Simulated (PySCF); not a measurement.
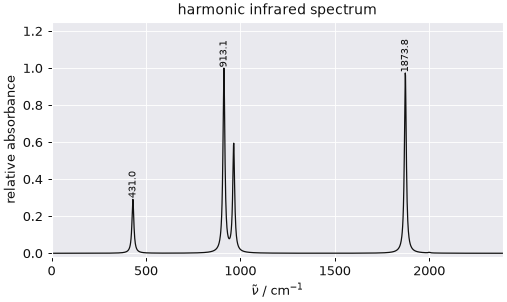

Unscaled harmonic wavenumbers and double-harmonic intensities, PBE0/def2-TZVP (ECP) with PySCF, isolated molecule. Structures are the lowest points that the searches found. Degenerate modes count as one line, with their intensities summed. Lorentzian lines of 12 cm⁻¹ full width. Close modes add up in the curve.

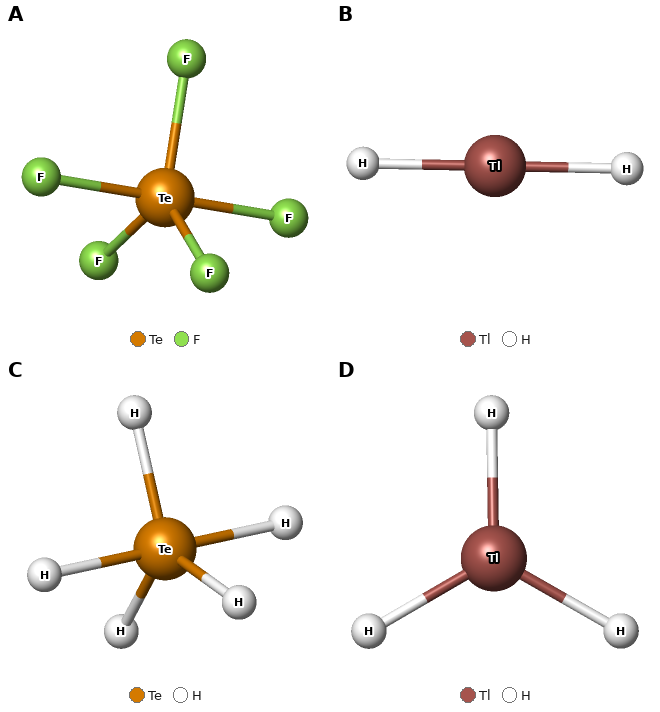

Which molecule gives this infrared spectrum? Choose among the lettered structures. Charge and spin: A +1 singlet; B +1 singlet; C +1 singlet; D neutral singlet.

Structure C, TeH₅⁺, singlet. It has its most intense lines at 913.1, 1873.8 and 964.8 cm⁻¹.
